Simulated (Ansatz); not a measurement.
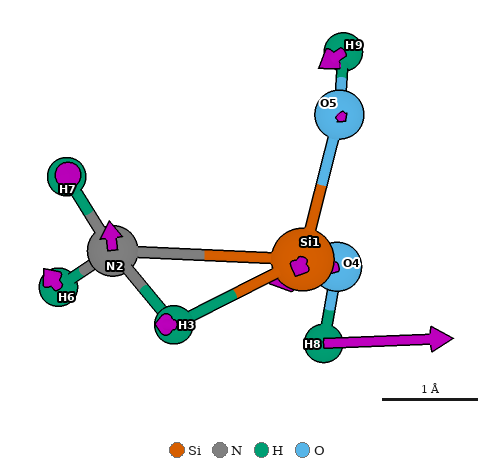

A constrained relaxation of SiNH$_{5}$O$_{2}$. The starting structure is drawn; purple arrows show the displacements, 3 times their true length. The two geometries are superimposed by the best rigid fit.

Style: ball-and-stick. Shown from a free direction.

The reaction that was planned forms N2–H3 and breaks Si1–N2, Si1–H3 (atoms numbered from 1 in input order).

Computed with Ansatz 0.2.0, RKS PBE0-D4/def2-SVP.

Input file:
```yaml
crystal:
  periodic: [false, false, false]
  atoms:
    - {symbol: Si, position_ang: [-0.917100, -0.047700, 0.026900]}
    - {symbol: N, position_ang: [0.881900, -0.923900, -0.064400]}
    - {symbol: H, position_ang: [-0.205000, -1.568300, 0.085600]}
    - {symbol: O, position_ang: [-0.617300, 1.177400, 1.092900]}
    - {symbol: O, position_ang: [-0.982200, 0.717400, -1.400700]}
    - {symbol: H, position_ang: [1.570400, -0.904700, 0.680500]}
    - {symbol: H, position_ang: [1.355500, -1.015900, -0.955200]}
    - {symbol: H, position_ang: [-0.527800, 0.990600, 2.020700]}
    - {symbol: H, position_ang: [-0.558400, 1.575200, -1.486200]}
basis:
  gaussian: {orbitals: def2-SVP}
hamiltonian: {xc: pbe0, dispersion: d4}
relax: {f_tol: 0.04, max_steps: 150, escape_saddle: false, constraints: [{distance: [1, 2]}, {distance: [0, 1]}, {distance: [0, 2]}]}
```

Run as
```bash
ansatz run in.yaml --threads 4 --pin off --events-out ev --progress --plain --max-ram 9574MiB
```

### Which element moves most?

Hydrogen: up to 0.46 Å, against 0.28 Å for oxygen.

### What did the optimiser do to the structure, and how much energy did it gain?

The energy falls by 0.176 eV in 9 accepted moves (11 points after the start). The largest force component goes from 1.4 to 0.012 eV/Å. The line search rejected the trial steps at points 3, 10 of the run. The atom that moves furthest after the best rigid fit is H8 (0.46 Å). Largest moves by element: H 0.46 Å, O 0.28 Å, N 0.11 Å, Si 0.08 Å. Near-neighbour distances that change, for instance: Si1–O5 1.621 → 1.677 Å, Si1–O4 1.651 → 1.692 Å, O4–H8 0.951 → 0.962 Å, O5–H9 0.961 → 0.967 Å. Among the angles between lasting bonds that change: H3–N2–H6 120.2° → 111.5°, Si1–O4–H8 120.1° → 112.7°, H3–Si1–O4 124.9° → 117.8°. Groups turn about Si1–O4 by about 60°. The run took 18 s on 4 threads of Intel Xeon @ 2.70GHz, on a shared host.
